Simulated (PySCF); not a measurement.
# C2H10OSi4: the cost of one run

The runs use PySCF 2.14.0, with density-fitted response routines of our own; the level of theory stands in each step. All values are computed, except where a source is named. Atoms count from 0, in the outputs and in this text.

## (1) The starting structure

17 atoms, charge 0, multiplicity 1; geometry from: GFN2-xTB.

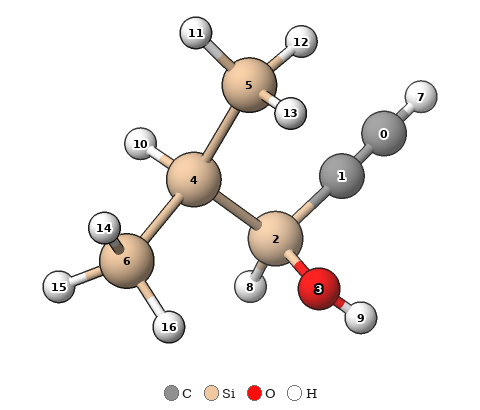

The starting geometry (carbon grey, silicon light orange, oxygen red, hydrogen white), atoms numbered.

## (2) Ultraviolet spectrum: wB97X-D/def2-SVPD

The job: settings as JSON, then the geometry in Å.

```
{"job": {"kind": "uv", "xc": "wB97X-D", "basis": "def2-SVPD", "nstates": 8, "ntriplets": 3}, "charge": 0, "multiplicity": 1}
C      3.492004     1.356302    -0.596859
C      2.678500     0.472392    -0.540920
Si     1.361008    -0.837649    -0.439619
O      1.319929    -1.449821     1.079012
Si    -0.802772    -0.014456    -0.560724
Si    -1.055576     1.985227     0.608036
Si    -2.407992    -1.620386    -0.036408
H      4.213273     2.121373    -0.649801
H      1.853664    -1.880207    -1.356921
H      2.095522    -1.805565     1.503074
H     -0.981682     0.317734    -2.000519
H     -2.249088     2.730115     0.192690
H      0.075192     2.904229     0.449284
H     -1.203019     1.753012     2.048558
H     -3.625792    -1.024298     0.526620
H     -2.845448    -2.412572    -1.191060
H     -1.924721    -2.583398     0.955649
```

Level: TDDFT wB97X-D/def2-SVPD, vertical, gas phase, core orbitals frozen in the response.

Launch:

```console
$ OMP_NUM_THREADS=1 python probes_run.py task.json out
```

This one command runs all jobs of the session in turn.

Q: Estimate the wall time and peak memory of this job on 1 thread of Arm Neoverse N1, shared host.

About 1.9 min, with a peak of 1.1 GiB.
